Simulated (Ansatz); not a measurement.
Bond-angle distributions (per cent of the angles at each element, bins of 10°) of a relaxed model of amorphous Hf₁₈O₃₀N₄ at 9.21 g/cm³. Method: PBE, scalar-relativistic without spin-orbit coupling (plane waves to 420 eV, PAW; Ansatz, an electronic-structure program).

The cell was made by melting and quenching with the CHGNet potential and then relaxed with DFT. O and N atoms were pushed apart under 1.9 Å during the dynamics, to hinder bonds among them. The hot cell started wider than the set density and was brought back towards it in steps. It is the lowest in DFT energy of 4 quenches. It is a model cell: composition and starting density were chosen by hand, and all elements were melted together. No dispersion term was used. Its density started from a set value of 9.21 and ended at 9.21 g/cm³. The quench (nominally 300 K/ps over its main leg) was far faster than any real one, so the model tends to hold more defects than a real film. One small periodic cell is one sample of the glass; other quenches scatter about these values. Volume and shape were free in the relaxation.

Cut-offs for bonds: Hf-Hf 3.34 Å, Hf-O 2.70 Å, Hf-N 2.71 Å, O-O 1.58 Å, O-N 1.64 Å, N-N 1.70 Å. Two cations that share two anions don't count as bonded, nor two that share one unless they lie closer than Hf-Hf 3.25 Å.

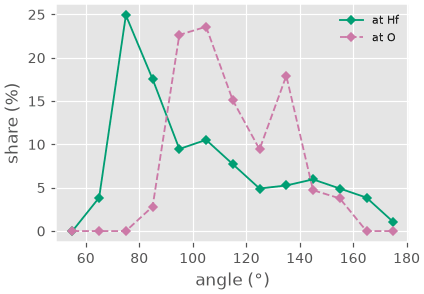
Bond-angle distributions

They go with these counts of neighbours within the cut-offs, cation contacts included: Hf mean 6.1, most often 6; O mean 3.2, most often 3.
